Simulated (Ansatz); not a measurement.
# How basis sets differ on CH4AlClFN (SMILES C[NH][Al]([F])[Cl])

The species is CH4AlClFN (9 atoms), meant as a singlet with charge 0. As SMILES, `C[NH][Al]([F])[Cl]`. The shape is that of a PBE0-D4/def2-TZVP optimisation. This is one conformer, not always the lowest.

```csv
atom,x (Å),y (Å),z (Å)
C,-1.1683,-0.4942,-0.3904
N,0.1748,0.0380,-0.5164
Al,1.2654,0.5314,0.7568
F,0.7916,0.4120,2.3247
Cl,3.1604,1.2702,0.3188
H,-1.2530,-1.5006,-0.8150
H,-1.4448,-0.5616,0.6635
H,-1.9110,0.1433,-0.8825
H,0.4735,0.1152,-1.4766
```

Each level gives the dipole moment (D). The values are calculated.

```
      level          kind  program  value (D)  CPU time
  HF/STO-3G  Hartree–Fock   Ansatz       2.66     1.1 s
   HF/3-21G  Hartree–Fock   Ansatz       3.40     1.8 s
HF/def2-SVP  Hartree–Fock   Ansatz       2.59     5.4 s
HF/6-311G**  Hartree–Fock   Ansatz       2.77     8.9 s
 HF/cc-pVTZ  Hartree–Fock   Ansatz       2.48      39 s
```

The values span 2.48 to 3.40 D. Sets without polarisation functions give poor dipoles. Without the sets that lack polarisation functions the rows with a basis span only 2.48 to 2.77 D. Times are those of the runs behind each value, whatever else they computed, on shared processors of several kinds: orders of magnitude only.

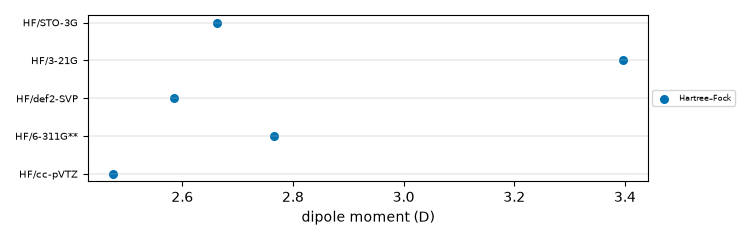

The values of the table, level by level.
